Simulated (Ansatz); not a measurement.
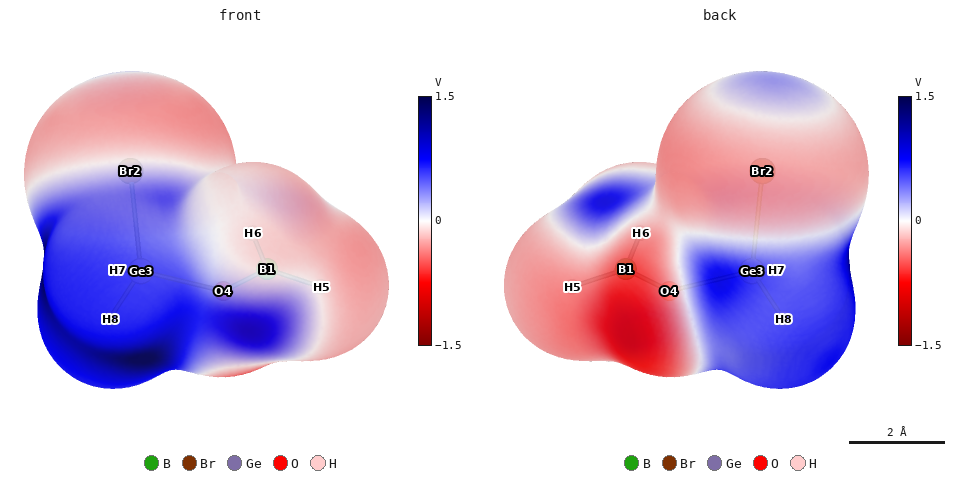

The picture shows: BBrGeH₄O (SMILES B[O][GeH2][Br]). The molecular electrostatic potential painted on the density surface at 0.001 e/bohr³, seen from the front and from behind; the colour scale runs from red (negative) to blue (positive).

Geometry: B3LYP-D3(BJ)/def2-SVP.

These are results of isolated molecule in a Gaussian basis; Kohn-Sham density functional theory, functional PBE0 in Ansatz 0.2.0, not measurements.

```xyz
8

B     1.1790   -2.1096    1.0829
Br   -0.0810    0.2049   -1.8962
Ge   -0.9272   -0.4964    0.1425
O    -0.0787   -2.0211    0.5992
H     1.6070   -3.2114    1.3357
H     1.8474   -1.1111    1.2639
H    -0.6259    0.5788    1.1969
H    -2.3969   -0.8878   -0.0313
```

> Describe the electrostatic potential map.

The most negative region (about −0.8 V, or −18 kcal/mol for a unit charge) lies over O4, the most positive (about +1.5 V, or +35 kcal/mol for a unit charge) over Ge3. Br2 shows a σ-hole: about +0.3 V at the tip opposite its bond, against about −0.3 V on its flanks.

> How polar is the molecule by this calculation?

Its dipole moment is 1.97 D.
